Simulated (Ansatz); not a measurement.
# HfSi: response at fixed volumes

Aim: for HfSi, see how it responds at chosen volumes.

Computed with Ansatz 0.2.0 (DFT PBEsol, scalar-relativistic, plane waves, PAW, unless a step's input says otherwise).

2 further runs of the same task are left out: 2 set aside as unsound or not needed.

## Step 1: The starting structure

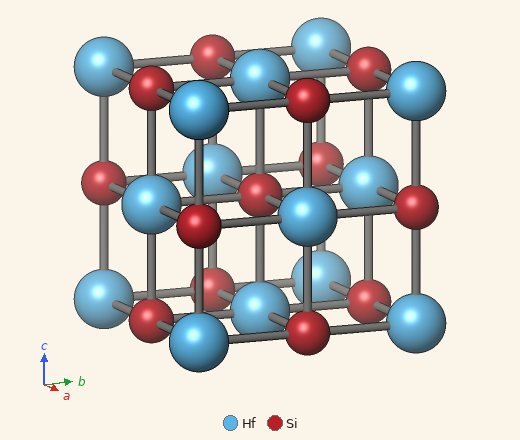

Start, viewed slightly off an axis; hafnium blue, silicon red. Atoms on the faces are drawn again on the opposite ones. The cell drawn here is the conventional one.

Structure file:

```cif
data_structure
_symmetry_space_group_name_H-M 'Fm-3m'
_symmetry_Int_Tables_number 225
_cell_length_a 5.3000
_cell_length_b 5.3000
_cell_length_c 5.3000
_cell_angle_alpha 90.000
_cell_angle_beta 90.000
_cell_angle_gamma 90.000
_cell_volume 148.88
loop_
_atom_site_label
_atom_site_type_symbol
_atom_site_symmetry_multiplicity
_atom_site_Wyckoff_symbol
_atom_site_fract_x
_atom_site_fract_y
_atom_site_fract_z
_atom_site_occupancy
Hf1 Hf 4 a 0.00000 0.00000 0.00000 1
Si1 Si 4 b 0.50000 0.00000 0.00000 1
```

The cell was made up by rule, so the compound may not exist in this form.

This is a trial structure, the rocksalt prototype, and another one may lie lower.

## Step 2: Single point at 1.000 V0

input.yaml

```yaml
crystal:
  lattice:
    - [0.0, 2.65, 2.65]
    - [2.65, 0.0, 2.65]
    - [2.65, 2.65, 0.0]
  atoms:
    - { symbol: Hf, position: [0.0, 0.0, 0.0] }
    - { symbol: Si, position: [0.5, 0.5, 0.5] }
basis:
  ecutwfc: 420
kpoints:
  mp_grid: { grid: [10, 10, 10] }
hamiltonian:
  xc: pbesol
scf:
  occupations: { method: fermi_dirac, width: 0.15 }
output:
  forces: true
  stress: true
  eigenvalues: true
```

Launch:

```console
> ansatz run input.yaml --threads 4 --pin off --max-ram 12288MiB --backend cpu --events-out ev --progress --plain --runs-dir out
```

Log, cut to the lines that bear on the results:

```text
Warning: RAYON_NUM_THREADS=4 ignored (pool sized by the plan → 4); use --threads N
band count auto-derived: 20 (N_el = 30.0; filled up to band 15; 19 by the electrons, moments and atoms)
[...]
Pseudopotentials: kind: paw
Pseudopotential: Hf, paw, valence charge 26, recommended cutoff 420 eV (normal), Hf.paw.azcp
Pseudopotential: Si, paw, valence charge 4, recommended cutoff 420 eV (normal), Si.paw.azcp
Functional definition: PBEsol
[...]
Crystal: 2 atoms, lattice volume = 37.219 Å³
Basis set: ecut = 420 eV, 725 PW (Γ), exchange–correlation on 54×54×54 points (8 copies of the dense FFT grid, shifted against one another)
Bands: 20, of which v1, the nominal top of the filled ones, is band 15 counted from 1 (14 counted from 0)
Symmetry: 48 space group operations
Space group: Fm-3m (ITA 225), of the structure as read, at distance tolerance 3.3e-5 Å
k-points: 47 of 1000
[...]
SCF iter   1: F=—  HF=-16220.744563 eV  |F-HF|=—  |Δ(HF+E_count)|=         —  Δρ=2.33e-3  dr2=9.09e-4  ethr=1.77e-3  ⟨swp⟩=4.8  Hψ=4027  notcnv=0
[...]
SCF iter   6: F=-16220.744628 eV  HF=-16220.744628 eV  |F-HF|=9.43e-9  |Δ(HF+E_count)|=   1.01e-7  Δρ=4.25e-6  dr2=6.50e-9  ethr=3.33e-10  ⟨swp⟩=4.5  Hψ=3274  notcnv=0
[...]
SCF converged after 6 iterations
Free energy (F): -16220.744628 eV
[...]
E sigma→0 (E₀):  -16220.721735 eV
Entropy (-TS):   -0.045785 eV (-22.893 meV/atom)
Fermi energy:    15.401016 eV
[...]
--- Forces (eV/Å), atoms counted from 1 ---
  atom   1  Hf     0.00000000    -0.00000000     0.00000000
  atom   2  Si    -0.00000000     0.00000000     0.00000000
[...]
--- Stress (GPa, compression-positive) ---
       -0.215031      -0.000000       0.000000
        0.000000      -0.215031      -0.000000
        0.000000       0.000000      -0.215031
  P = ⅓ Tr σ = -0.2150 GPa (-2.150 kbar)
--- Band table (eV; the first three rows and the last of 47) ---
  k-point 0: bands = ["-46.4270", "-15.0592", "-15.0592", "-15.0592", "3.5544", "3.5700", "3.5700", "3.5700", "3.5905", "3.5905", "3.5905", "5.0055", "15.5610", "15.5610", "15.5610", "16.3552", "16.3552", "17.9801", "17.9801", "17.9801"]
[...]
```

It took 1.4 s on 4 threads of Intel Xeon Platinum 8259CL at 2.50GHz (Skylake/Cascade Lake), shared host; peak memory 0.41 GiB.

## Step 3: Phonons at Γ at 1.000 V0

Changes to input.yaml since step 2:

```diff
@@ -17,4 +17,5 @@
 output:
-  forces: true
-  stress: true
   eigenvalues: true
+phonons:
+  method: dfpt
+  eigenvectors: true
```

Launch:

```console
> ansatz run input.yaml --threads 4 --pin off --max-ram 12288MiB --backend cpu --events-out ev --progress --plain --runs-dir out
```

Log, cut to the lines that bear on the results:

```text
Warning: RAYON_NUM_THREADS=4 ignored (pool sized by the plan → 4); use --threads N
band count auto-derived: 20 (N_el = 30.0; filled up to band 15; 19 by the electrons, moments and atoms)
[...]
[... 4 set-up lines as earlier in the session ...]
[...]
Crystal: 2 atoms, lattice volume = 37.219 Å³
Basis set: ecut = 420 eV, 725 PW (Γ), exchange–correlation on 54×54×54 points (8 copies of the dense FFT grid, shifted against one another)
Bands: 20, of which v1, the nominal top of the filled ones, is band 15 counted from 1 (14 counted from 0)
[... 1 set-up line as earlier in the session ...]
k-points: 102 of 1000 (irreducible under 8 space group operations, time reversal used)
[...]
Free energy (F): -16220.744628 eV
[...]
E sigma→0 (E₀):  -16220.721735 eV
Entropy (-TS):   -0.045785 eV (-22.893 meV/atom)
Fermi energy:    15.401057 eV
[...]
--- Band table (eV; the first three rows and the last of 102) ---
  k-point 0: bands = ["-46.4267", "-15.0590", "-15.0590", "-15.0590", "3.5549", "3.5705", "3.5705", "3.5705", "3.5910", "3.5910", "3.5910", "5.0055", "15.5610", "15.5610", "15.5610", "16.3553", "16.3553", "17.9801", "17.9801", "17.9801"]
[...]
--- Phonons (Γ-DFPT): 2 representative perturbations + reference, on 102 of 1000 k-points (Σ response iterations 6) ---
  k mesh reduced under 8 symmetry operations, with k and −k counted as one. Each operation leaves every solved perturbation unchanged. A smaller set is not used because it would not reduce the number of displacements times k-points to solve
  ASR residual: 3.279e-4 → 0.000e0 eV/Å²; symmetrization residual: 1.196e-7 eV/Å²
  ASR residual per site (eV/Å²): 3.28e-4 1.65e-5
  Γ frequencies (cm⁻¹): 0.00 0.00 0.00 349.48 349.48 349.48
  non-analytic LO–TO correction: not included (Born effective charges unavailable; polar crystals: no LO–TO splitting at Γ)
```

Wall time 10 s (4 threads of Intel Xeon Platinum 8259CL at 2.50GHz (Skylake/Cascade Lake), shared host); peak memory 0.61 GiB.

The optical modes at Γ, the three translations left out (i: imaginary):

```
cm⁻¹   meV  modes
 349  43.3      3
```

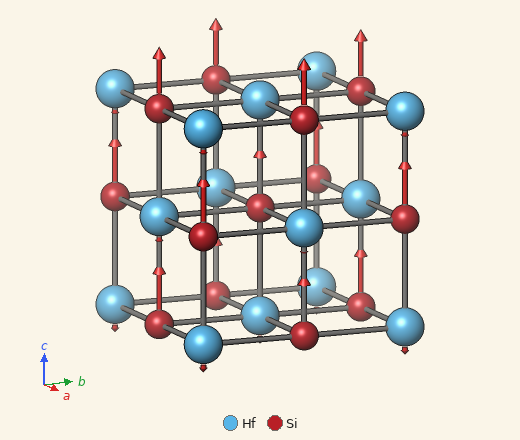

Displacements in the lowest optical mode (349 cm⁻¹), as red arrows in proportion to each atom's move. It is one member of a degenerate level, so its direction within the level is arbitrary.

## Step 4: Elastic constants at 1.000 V0

Changes to input.yaml since step 3:

```diff
@@ -17,5 +17,7 @@
 output:
+  forces: true
+  stress: true
   eigenvalues: true
-phonons:
-  method: dfpt
-  eigenvectors: true
+elastic:
+  mode: relaxed_ion
+  amplitude: 0.005
```

Launch:

```console
> ansatz run input.yaml --threads 4 --pin off --max-ram 12288MiB --backend cpu --events-out ev --progress --plain --runs-dir out
```

Log:

```text
Warning: RAYON_NUM_THREADS=4 ignored (pool sized by the plan → 4); use --threads N
band count auto-derived: 20 (N_el = 30.0; filled up to band 15; 19 by the electrons, moments and atoms)
Engine: ansatz 0.2.0, x86_64-unknown-linux-gnu
[... 4 set-up lines as earlier in the session ...]
  exchange = pbesol_x
  correlation = pbesol_c
Crystal: 2 atoms, lattice volume = 37.219 Å³
Basis set: ecut = 420 eV, 725 PW (Γ), exchange–correlation on 54×54×54 points (8 copies of the dense FFT grid, shifted against one another)
Bands: 20, of which v1, the nominal top of the filled ones, is band 15 counted from 1 (14 counted from 0)
[... 2 set-up lines as earlier in the session ...]
k-points: 47 of 1000
Non-local potential: Hf, projectors of the file, l = 0: 3, l = 1: 2, l = 2: 2, l = 3: 3
Non-local potential: Si, projectors of the file, l = 0: 2, l = 1: 2, l = 2: 2
PAW form: soft (Blöchl's): semilocal exchange-correlation on the pseudo side does not see the compensation charge
PAW frozen core: Hf, regenerated for the run's functional, and the local potential with it (the file was generated under x = pbe(κ = 0.804, μ = 0.2195149727645171), c = pbe(β = 0.06672455060314922))
PAW frozen core: Si, regenerated for the run's functional, and the local potential with it (the file was generated under x = pbe(κ = 0.804, μ = 0.2195149727645171), c = pbe(β = 0.06672455060314922))
PAW one-centre angular grid: Hf, 590 points (default); XC on 64 Gauss nodes
PAW one-centre angular grid: Si, 110 points (default); XC on 64 Gauss nodes
Initial density: superposition of atomic densities (neutral atoms: chi_scale 0, normalization atom), corrected by the library's trained network
Initial wavefunctions: pseudopotential atomic-orbital guess
Functional: x = pbesol(κ = 0.804, μ = 0.12345679012345678), c = pbesol(β = 0.046)
SCF iter   1: F=—  HF=-16220.744563 eV  |F-HF|=—  |Δ(HF+E_count)|=         —  Δρ=2.33e-3  dr2=9.09e-4  ethr=1.77e-3  ⟨swp⟩=4.8  Hψ=4027  notcnv=0
preconditioner: auto → Kerker (q_TF=auto, 2.632 Å⁻¹)  [metal: Δε(μ)=0.088 eV  Ē_g=17.186 eV  σ=0.150 eV  W_gap=0.14  n_scr=14 (ndim 8)  ℏωp=32.2 eV  f_vac=0.000  D(μ)=0.61/eV (n_scr^D=0)]
SCF iter   2: F=—  HF=-16220.744654 eV  |F-HF|=—  |Δ(HF+E_count)|=   9.04e-5  Δρ=1.19e-3  dr2=1.86e-4  ethr=3.03e-6  ⟨swp⟩=2.0  Hψ=1946  notcnv=0
SCF iter   3: F=—  HF=-16220.744630 eV  |F-HF|=—  |Δ(HF+E_count)|=   2.34e-5  Δρ=5.77e-4  dr2=5.22e-5  ethr=6.19e-7  ⟨swp⟩=2.0  Hψ=1269  notcnv=0
SCF iter   4: F=—  HF=-16220.744625 eV  |F-HF|=—  |Δ(HF+E_count)|=   5.57e-6  Δρ=1.04e-4  dr2=2.47e-6  ethr=1.74e-7  ⟨swp⟩=2.0  Hψ=1637  notcnv=0
SCF iter   5: F=—  HF=-16220.744628 eV  |F-HF|=—  |Δ(HF+E_count)|=   3.35e-6  Δρ=2.07e-5  dr2=1.35e-7  ethr=8.25e-9  ⟨swp⟩=2.0  Hψ=1599  notcnv=0
SCF iter   6: F=—  HF=-16220.744628 eV  |F-HF|=—  |Δ(HF+E_count)|=   1.01e-7  Δρ=4.29e-6  dr2=6.50e-9  ethr=4.52e-10  ⟨swp⟩=2.1  Hψ=1495  notcnv=0
SCF iter   7: F=—  HF=-16220.744628 eV  |F-HF|=—  |Δ(HF+E_count)|=   5.81e-9  Δρ=1.55e-6  dr2=1.16e-9  ethr=2.17e-11  ⟨swp⟩=2.0  Hψ=1648  notcnv=0
SCF iter   8: F=—  HF=-16220.744628 eV  |F-HF|=—  |Δ(HF+E_count)|=  4.60e-10  Δρ=3.98e-7  dr2=8.02e-11  ethr=3.88e-12  ⟨swp⟩=2.0  Hψ=1653  notcnv=0
SCF iter   9: F=—  HF=-16220.744628 eV  |F-HF|=—  |Δ(HF+E_count)|=  7.28e-12  Δρ=6.53e-8  dr2=1.87e-12  ethr=2.67e-13 (applied; sched 1.00e-12)  ⟨swp⟩=2.7  Hψ=1700  notcnv=0
SCF iter  10: F=-16220.744628 eV  HF=-16220.744628 eV  |F-HF|=1.09e-11  |Δ(HF+E_count)|=  1.09e-11  Δρ=7.18e-9  dr2=1.43e-14  ethr=1.00e-12  ⟨swp⟩=3.1  Hψ=3589  notcnv=0
SCF 1 converged in 10 iterations: F = -16220.744628 eV  dr2 = 1.43e-14
Crystal: 2 atoms, lattice volume = 36.847 Å³
Symmetry: 16 space group operations
k-points: 102 of 1000
Initial density: handed on by an earlier stage of this run
Initial wavefunctions: those handed on with the density
[... 2 lines left out ...]
preconditioner: auto → Kerker (q_TF=auto, 2.636 Å⁻¹)  [metal: Δε(μ)=0.050 eV  Ē_g=17.233 eV  σ=0.150 eV  W_gap=0.08  n_scr=14 (ndim 8)  ℏωp=32.4 eV  f_vac=0.000  D(μ)=0.61/eV (n_scr^D=0)]
[... 10 lines left out ...]
SCF 2 converged in 11 iterations: F = -16220.741596 eV  dr2 = 3.31e-15
Crystal: 2 atoms, lattice volume = 37.591 Å³
[... 2 lines left out ...]
preconditioner: auto → Kerker (q_TF=auto, 2.628 Å⁻¹)  [metal: Δε(μ)=0.052 eV  Ē_g=17.197 eV  σ=0.150 eV  W_gap=0.09  n_scr=14 (ndim 8)  ℏωp=32.0 eV  f_vac=0.000  D(μ)=0.62/eV (n_scr^D=0)]
[... 8 lines left out ...]
SCF 3 converged in 9 iterations: F = -16220.740842 eV  dr2 = 1.76e-15
Crystal: 2 atoms, lattice volume = 37.405 Å³
[... 1 line left out ...]
preconditioner: auto → Kerker (q_TF=auto, 2.630 Å⁻¹)  [metal: Δε(μ)=0.032 eV  Ē_g=17.208 eV  σ=0.150 eV  W_gap=0.05  n_scr=14 (ndim 8)  ℏωp=32.1 eV  f_vac=0.000  D(μ)=0.62/eV (n_scr^D=0)]
[... 4 lines left out ...]
SCF 4 converged in 5 iterations: F = -16220.743542 eV  dr2 = 5.91e-15
Crystal: 2 atoms, lattice volume = 37.033 Å³
[... 1 line left out ...]
preconditioner: auto → Kerker (q_TF=auto, 2.634 Å⁻¹)  [metal: Δε(μ)=0.014 eV  Ē_g=17.227 eV  σ=0.150 eV  W_gap=0.02  n_scr=14 (ndim 8)  ℏωp=32.3 eV  f_vac=0.000  D(μ)=0.61/eV (n_scr^D=0)]
[... 4 lines left out ...]
SCF 5 converged in 5 iterations: F = -16220.744011 eV  dr2 = 6.89e-15
Crystal: 2 atoms, lattice volume = 37.218 Å³
Symmetry: 8 space group operations
k-points: 171 of 1000
[... 2 lines left out ...]
preconditioner: auto → Kerker (q_TF=auto, 2.632 Å⁻¹)  [metal: Δε(μ)=0.033 eV  Ē_g=17.218 eV  σ=0.150 eV  W_gap=0.06  n_scr=14 (ndim 8)  ℏωp=32.2 eV  f_vac=0.000  D(μ)=0.61/eV (n_scr^D=0)]
[... 9 lines left out ...]
SCF 6 converged in 10 iterations: F = -16220.744421 eV  dr2 = 7.01e-16
[... 2 lines left out ...]
preconditioner: auto → Kerker (q_TF=auto, 2.632 Å⁻¹)  [metal: Δε(μ)=0.031 eV  Ē_g=17.218 eV  σ=0.150 eV  W_gap=0.05  n_scr=14 (ndim 8)  ℏωp=32.2 eV  f_vac=0.000  D(μ)=0.61/eV (n_scr^D=0)]
[... 7 lines left out ...]
SCF 7 converged in 8 iterations: F = -16220.744421 eV  dr2 = 2.38e-15
SCF iter   1: F=—  HF=-16220.744576 eV  |F-HF|=—  |Δ(HF+E_count)|=         —  Δρ=8.23e-7  dr2=1.70e-11  ethr=1.00e-12  ⟨swp⟩=9.3  Hψ=24730  notcnv=0
preconditioner: auto → Kerker (q_TF=auto, 2.632 Å⁻¹)  [metal: Δε(μ)=0.020 eV  Ē_g=17.218 eV  σ=0.150 eV  W_gap=0.03  n_scr=14 (ndim 8)  ℏωp=32.2 eV  f_vac=0.000  D(μ)=0.62/eV (n_scr^D=0)]
SCF iter   2: F=—  HF=-16220.744576 eV  |F-HF|=—  |Δ(HF+E_count)|=  3.09e-11  Δρ=4.29e-7  dr2=6.52e-12  ethr=5.66e-14 (applied; sched 1.00e-12)  ⟨swp⟩=2.2  Hψ=6235  notcnv=0
SCF iter   3: F=—  HF=-16220.744576 eV  |F-HF|=—  |Δ(HF+E_count)|=  1.27e-11  Δρ=5.53e-8  dr2=6.91e-13  ethr=2.17e-14 (applied; sched 1.00e-12)  ⟨swp⟩=2.7  Hψ=6589  notcnv=0
SCF iter   4: F=—  HF=-16220.744576 eV  |F-HF|=—  |Δ(HF+E_count)|=  1.82e-12  Δρ=4.09e-8  dr2=1.09e-13  ethr=2.30e-15 (applied; sched 1.00e-12)  ⟨swp⟩=2.1  Hψ=6094  notcnv=0
SCF iter   5: F=-16220.744576 eV  HF=-16220.744576 eV  |F-HF|=1.82e-12  |Δ(HF+E_count)|=  1.82e-12  Δρ=2.28e-9  dr2=2.07e-15  ethr=1.00e-12  ⟨swp⟩=4.0  Hψ=10867  notcnv=0
SCF 8 converged in 5 iterations: F = -16220.744576 eV  dr2 = 2.07e-15
SCF iter   1: F=—  HF=-16220.744576 eV  |F-HF|=—  |Δ(HF+E_count)|=         —  Δρ=8.23e-7  dr2=1.70e-11  ethr=1.00e-12  ⟨swp⟩=9.5  Hψ=25530  notcnv=0
SCF iter   2: F=—  HF=-16220.744576 eV  |F-HF|=—  |Δ(HF+E_count)|=  2.91e-11  Δρ=4.30e-7  dr2=6.57e-12  ethr=5.66e-14 (applied; sched 1.00e-12)  ⟨swp⟩=2.2  Hψ=6157  notcnv=0
SCF iter   3: F=—  HF=-16220.744576 eV  |F-HF|=—  |Δ(HF+E_count)|=  1.09e-11  Δρ=6.72e-8  dr2=7.94e-13  ethr=2.19e-14 (applied; sched 1.00e-12)  ⟨swp⟩=2.7  Hψ=6520  notcnv=0
SCF iter   4: F=—  HF=-16220.744576 eV  |F-HF|=—  |Δ(HF+E_count)|=    0.00e0  Δρ=4.18e-8  dr2=1.14e-13  ethr=2.65e-15 (applied; sched 1.00e-12)  ⟨swp⟩=2.2  Hψ=6133  notcnv=0
SCF iter   5: F=-16220.744576 eV  HF=-16220.744576 eV  |F-HF|=5.46e-12  |Δ(HF+E_count)|=  5.46e-12  Δρ=2.37e-9  dr2=1.86e-15  ethr=1.00e-12  ⟨swp⟩=4.0  Hψ=11131  notcnv=0
SCF 9 converged in 5 iterations: F = -16220.744576 eV  dr2 = 1.86e-15
SCF converged after 10 iterations
Free energy (F): -16220.744628 eV
Harris-Foulkes:  -16220.744628 eV  (|F-HF|=1.09e-11)
Internal energy: -16220.698843 eV  (E = F + TS)
E sigma→0 (E₀):  -16220.721735 eV
Entropy (-TS):   -0.045785 eV (-22.893 meV/atom)
Fermi energy:    15.401057 eV
--- Per-component energies (eV) ---
  E_band       = -40.350025
  E_kinetic    = 464.905461
  E_local      = -5998.376985  (includes V_loc(G=0)·N_el)
  E_nonlocal   = -1211.928465
  E_hartree    = 2799.795550
  E_xc         = -353.092189
  E_vxc        = -313.785569  (∫ρ·V_xc dr)
  E_paw        = -7305.360686  (= ΣΔE_a)
  E_vpaw       = 1419.244432  (= ΣTr[D̂ρ^β])
  E_aug_tail   = 0.000005  (compensation charges beyond the density's cutoff)
  E_ewald      = -4617.924186
  E_core_change = 1.282652  (= ΣΔE_core)
  E_smearing   = -0.045785  (= −TS)
  E_closure    = -0.000000  (closes the sum)
  Σ components = -16220.744628   (vs F -16220.744628, Δ=0.00e0)
--- Forces (eV/Å), atoms counted from 1 ---
  atom   1  Hf     0.00000000     0.00000000     0.00000000
  atom   2  Si     0.00000000    -0.00000000     0.00000000
  max |Σ_I F_I| component: 1.05e-30 eV/Å
--- Stress (GPa, compression-positive) ---
       -0.214819      -0.000000       0.000000
        0.000000      -0.214819       0.000000
        0.000000      -0.000000      -0.214819
  P = ⅓ Tr σ = -0.2148 GPa (-2.148 kbar)
--- Band table (eV; the first three rows and the last of 47) ---
  k-point 0: bands = ["-46.4267", "-15.0590", "-15.0590", "-15.0590", "3.5549", "3.5705", "3.5705", "3.5705", "3.5910", "3.5910", "3.5910", "5.0055", "15.5610", "15.5610", "15.5610", "16.3553", "16.3553", "17.9801", "17.9801", "17.9801"]
  k-point 1: bands = ["-46.4261", "-15.0764", "-15.0612", "-15.0612", "3.5560", "3.5689", "3.5722", "3.5722", "3.5891", "3.5891", "3.5911", "5.1985", "15.0070", "15.4003", "15.4003", "16.0087", "16.0087", "17.9039", "18.8953", "18.8953"]
  k-point 2: bands = ["-46.4246", "-15.1217", "-15.0670", "-15.0670", "3.5587", "3.5658", "3.5765", "3.5765", "3.5846", "3.5846", "3.5913", "5.7589", "13.7369", "14.5783", "14.5783", "16.4227", "16.4227", "17.8209", "20.4861", "20.4861"]
  k-point 46: bands = ["-46.4187", "-15.1851", "-15.1559", "-15.1264", "3.5722", "3.5731", "3.5738", "3.5738", "3.5812", "3.5869", "3.5872", "8.1392", "12.4426", "12.6903", "12.9730", "17.5351", "17.8909", "18.7505", "19.5617", "20.6368"]
--- Elastic constants: 2 strain directions × 4 members + reference (group order 48) ---
  dense FFT box of the reference and of every strained cell: 27×27×27
  strains applied: 11, 23; error gains: componentwise 1.00 (the most a stress slope's error grows in a printed constant), spectral 1.73 (1 for all six strains in a standard setting)
  C = ∂σ_k/∂η_j (tension-positive GPa; Voigt order 11 22 33 23 13 12):
       293.055     38.715     38.715      0.000      0.000     -0.000
        38.715    293.055     38.715     -0.000     -0.000     -0.000
        38.715     38.715    293.055      0.000     -0.000     -0.000
         0.000      0.000      0.000     17.792     -0.000      0.000
        -0.000      0.000      0.000      0.000     17.792      0.000
        -0.000      0.000     -0.000     -0.000     -0.000     17.792
  reference stress σ⁰ (GPa):      0.215      0.215      0.215      0.000     -0.000     -0.000
  C* (energy form; C + prestress term) asymmetry max|C*_kj − C*_jk| = 1.421e-14 GPa — a small one proves nothing (zero by symmetry where the batch's group is 432, −43m or m−3m); a large one is finite-difference/SCF noise where every solve meets its electron count
  moduli (Voigt/Reuss/Hill, GPa): K = 123.49/123.49/123.49   G = 61.54/27.12/44.33   E = 118.79   ν = 0.340
  mechanically stable: yes (min eigenvalue of sym C = 17.79 GPa)
  strain η (Voigt 11):  stress-route row diagonal C_11 = 293.05 GPa, energy-path curvature d²(F+E_count+ΔE)/dδ²/Ω₀ = 293.05 GPa
    cells at ±δ against ±2δ: C11 293.19 and 293.58 GPa, apart by 0.13 % of the column's largest entry
         δ    σ_11 (GPa)             F (eV)   n_scf  n_hpsi   n_pw
    -1.000e-2      -2.8807      -16220.7415962      11   51553    740   relax 0 steps, max|allowed force component| 4.44e-31 eV/Å
    -5.000e-3      -1.2910      -16220.7440106       5   36889    740   relax 0 steps, max|allowed force component| 4.93e-31 eV/Å
     5.000e-3       1.6409      -16220.7435420       5   35424    748   relax 0 steps, max|allowed force component| 4.63e-30 eV/Å
     1.000e-2       2.9909      -16220.7408424       9   46074    750   relax 0 steps, max|allowed force component| 1.48e-31 eV/Å
  strain η (Voigt 23):  stress-route row diagonal C_44 = 17.79 GPa, energy-path curvature d²(F+E_count+ΔE)/dδ²/Ω₀ = 17.68 GPa
    cells at ±δ against ±2δ: C44 17.80 and 17.83 GPa, apart by 0.18 % of the column's largest entry
         δ    σ_23 (GPa)             F (eV)   n_scf  n_hpsi   n_pw
    -1.000e-2      -0.1783      -16220.7444208      10   79532    740   relax 0 steps, max|allowed force component| 2.96e-31 eV/Å
    -5.000e-3      -0.0890      -16220.7445757       5   58883    742   relax 0 steps, max|allowed force component| 2.01e-29 eV/Å
     5.000e-3       0.0890      -16220.7445757       5   57941    742   relax 0 steps, max|allowed force component| 2.13e-29 eV/Å
     1.000e-2       0.1783      -16220.7444208       8   71577    740   relax 0 steps, max|allowed force component| 1.89e-29 eV/Å
```

Wall time 21 s (4 threads of Intel Xeon Platinum 8259CL at 2.50GHz (Skylake/Cascade Lake), shared host); peak memory 0.5 GiB.

What follows for a polycrystal (Hill averages; density 9.216 g/cm³):

| quantity | value |
| --- | --- |
| bulk modulus B | 123.5 GPa |
| shear modulus G | 44.3 GPa |
| B/G | 2.79 |
| universal anisotropy index | 6.34 |
| sound speeds v_l, v_t | 4451, 2193 m/s |
| Debye temperature Θ | 277 K |

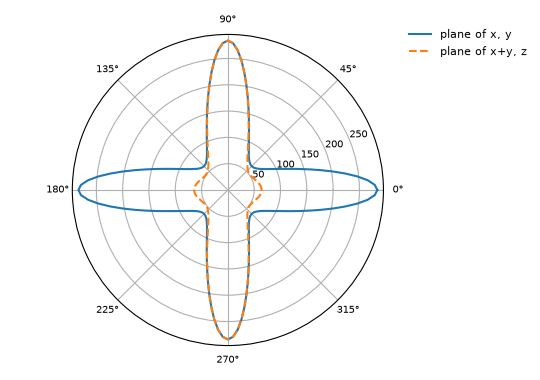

Young's modulus (GPa, as the radius) by direction in planes through the Cartesian axes; the angle runs from the first direction named to the second, and planes that repeat another are left out.

## Step 5: Outcome

| quantity | value |
| --- | --- |
| pressure, gap at 1.000 V0 | -0.2 GPa, none (metal) |
| optical modes at Γ | 349 cm⁻¹ |
| C11, C12, C44 (relaxed-ion) | 293, 39, 18 GPa |
| B, G, E (Hill) (relaxed-ion) | 123, 44, 119 GPa |
| Poisson ratio (relaxed-ion) | 0.34 |
| Debye temperature | 277 K |

What this shows: All optical modes at Γ are real, so no distortion that keeps the cell lowers the energy to second order; that says nothing of other wave vectors. The tensor is positive definite (least eigenvalue 18 GPa), so the crystal resists every homogeneous strain. B/G = 2.79 lies over 1.75, which by Pugh's rule of thumb suggests ductile behaviour; Young's modulus ranges from about 51 to 284 GPa with direction. The runs treat Hf without spin-orbit coupling. In a metal such response values depend on mesh and smearing, which were not converged here.
